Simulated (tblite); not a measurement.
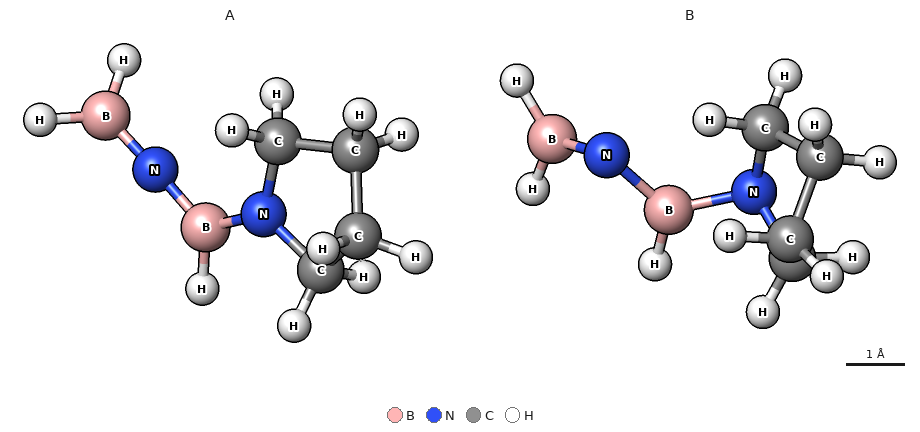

Two geometries of C4H11B2N2 (multiplicity 2), drawn at one scale. One is the start of a relaxation, the other its converged end. The picture is a ball-and-stick view, seen at a tilt.

Computed with GFN2-xTB geometry optimisation, gas phase (tblite). 

Which geometry has the lower energy?

Structure A is the relaxed one. After 176 geometry steps the energy has fallen by 2.468 eV. The atom that moves furthest after the best rigid fit is an H atom (2.41 Å). By element the largest moves are H 2.41 Å, N 1.13 Å, C 0.59 Å, B 0.52 Å. Some distances before and after: B–N 1.541 → 1.317 Å, B–N 1.528 → 1.375 Å, B–N 1.533 → 1.415 Å, C–H 1.109 → 1.091 Å. Among the angles between lasting bonds that change: B–N–B 107.4° → 178.3°, B–N–C 109.9° → 124.9°, B–N–C 112.3° → 124.8°.
